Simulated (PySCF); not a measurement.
System: PrF (quintet).

```tsv
atom	x (Å)	y (Å)	z (Å)
Pr	0.0000	0.0000	-0.2469
F	0.0000	0.0000	1.8311
```

The calculation used PySCF, PBE0/x2c-TZVPall, spin-free X2C-1e, Gaussian nucleus, at a bond length of 2.078 Å.

### What will maps of the electron density, electron localisation function and spin density show?

Pr–F (2.08 Å): ρ at the midpoint is about 0.86 e/Å³; the ELF peaks at about 0.85 in the valence shell of F, 0.6 Å from its nucleus, and drops to about 0.25 between the two atoms.
The unpaired spin (4 electrons) lies mostly on Pr1 (about 4.0), in electrons by Hirshfeld's partition.

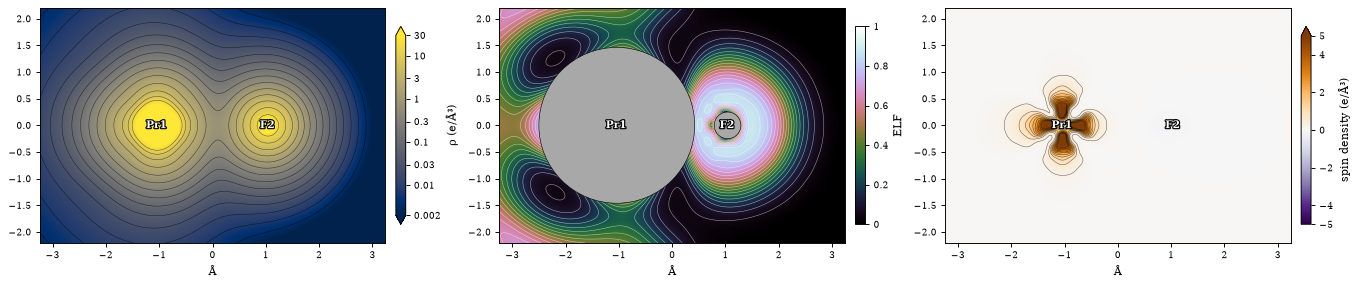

Computed electron density, electron localisation function and spin density on a plane that holds the molecular axis, in this order. Grey discs cover the atomic cores in the ELF map. 
